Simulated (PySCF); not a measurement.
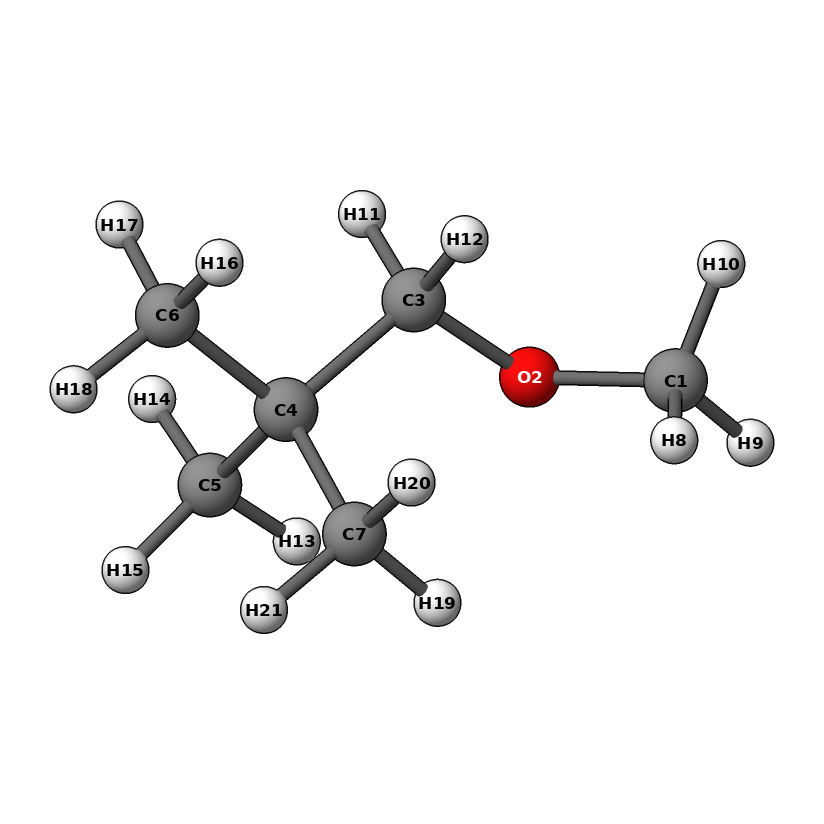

The questions are on isotropic NMR shieldings of the H atoms. Geometry: an end point of a reaction path computed with GFN2-xTB. Method: GIAO PBE0/pcSseg-1 NMR shielding, non-relativistic, gas phase (PySCF 2.14.0).

List the isotropic NMR shieldings of the H atoms.

| atom | σ (ppm) |
| --- | --- |
| H8 | 28.30 |
| H9 | 27.91 |
| H10 | 28.26 |
| H11 | 28.03 |
| H12 | 29.05 |
| H13 | 29.98 |
| H14 | 31.13 |
| H15 | 31.07 |
| H16 | 31.04 |
| H17 | 31.02 |
| H18 | 30.81 |
| H19 | 30.22 |
| H20 | 31.01 |
| H21 | 30.94 |
